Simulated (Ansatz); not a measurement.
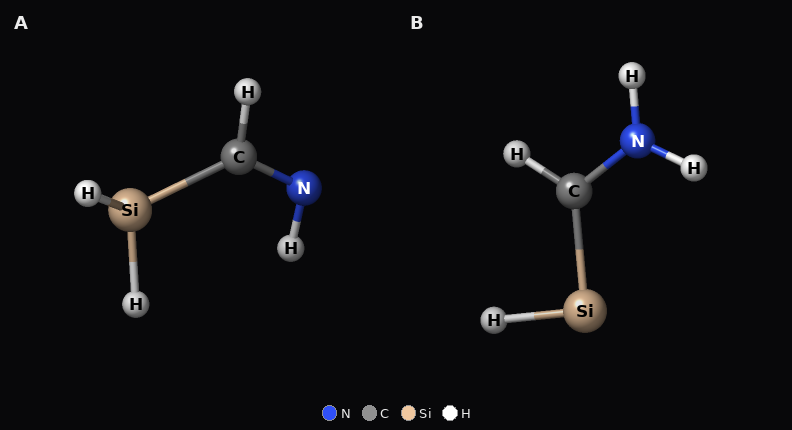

2 stationary structures of one formula. Charge 0, doublet. Geometries: PBE0-D4/def2-TZVP. Electronic energies: r2SCAN-D4/def2-TZVPP (Ansatz 0.2.0), without zero-point energy. No frequency run is at hand to confirm each as a minimum. Each is one conformer, not always the lowest.

### Which is lowest in energy, and by how much?

A is lowest (C1); B lies 15.4 kJ/mol above it (Cs).

Give E(B) − E(A) in kJ/mol at these levels too: PBE0-D4/def2-TZVP; ωB97M-V/def2-TZVPP; B3LYP-D4/def2-TZVPP; r2SCAN-D4/def2-TZVPP; UHF-CCSD(T) (frozen core)/def2-TZVPP; PBE0-D4/def2-TZVPP; PBE-D4/def2-TZVPP.

| level | E(B) − E(A) (kJ/mol) |
| --- | --- |
| PBE0-D4/def2-TZVP | +7.8 |
| ωB97M-V/def2-TZVPP | +0.7 |
| B3LYP-D4/def2-TZVPP | +9.2 |
| r2SCAN-D4/def2-TZVPP | +15.4 |
| UHF-CCSD(T) (frozen core)/def2-TZVPP | +20.3 |
| PBE0-D4/def2-TZVPP | +6.3 |
| PBE-D4/def2-TZVPP | +7.0 |

The determinant isn't a pure spin state (⟨S²⟩ up to 0.91).
